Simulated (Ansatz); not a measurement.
The compound is RuBr2 (1T sheet).

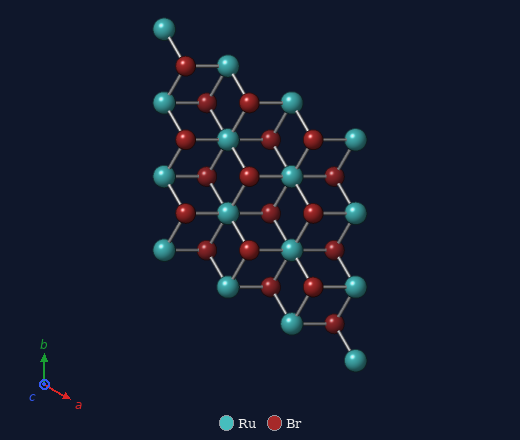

The structure (ruthenium teal, bromine red). 3×3×1 cells are drawn. Some periodic images of atoms are drawn too.

The cell holds 3 atoms: 1 Ru and 2 Br. Its edges and angles: a = 3.778 Å, b = 3.778 Å, c = 30.253 Å, α = 90.0°, β = 90.0°, γ = 120.0°. Vacuum lies along c.

```xyz
3
Lattice="0.0000 2.6717 2.6717 2.6717 -2.6717 0.0000 17.4666 17.4666 -17.4666" Properties=species:S:1:pos:R:3
Ru    5.5502    5.5502   -5.5502
Br    8.0884    5.4167   -5.4167
Br    5.6837    5.6837   -3.0120
```

The structure was relaxed with PBE. The structure was generated from a model, not taken from a measurement. The runs that relaxed it are not among those shown. The program's search for lower electronic states was switched off, so nothing shows that the state found is the lowest. PAW set soft_2, made with PBE.

A constrained-RPA run (Ansatz 0.2.0; non-magnetic PBE; Ru d, bands v3 to c2, 6×6×1 mesh, medium accuracy) builds 5 functions on bands 3.0 eV wide, with 6.0 electrons in the window. The bare on-site interaction is 12.2 eV and the bare J 0.41 eV.

**Question.** What U and J survive the screening?

On the Ru d shell, U = 3.85 eV (32 % of the bare value), U′ = 3.19 eV, J = 0.30 eV.

The parent state is non-magnetic and the interaction static (zero frequency); U depends on the window and the orbitals, so it belongs to this model alone.

[Paths, hosts, dates, memory and timing lines, banners, echoed tables and standing remarks are left out of the program output.]

[Logs are printed without paths, hosts, clocks, repeated set-up lines and the standing remarks that a program may print on its own settings, such as how far it seeks lower states.]

[Runs of the session that timed out or met a known fault of the program may be left out.]

[Hosts, paths, dates, database ids (printed as entryN), source tags and the programs' standing remarks are cut or masked in the printed files.]
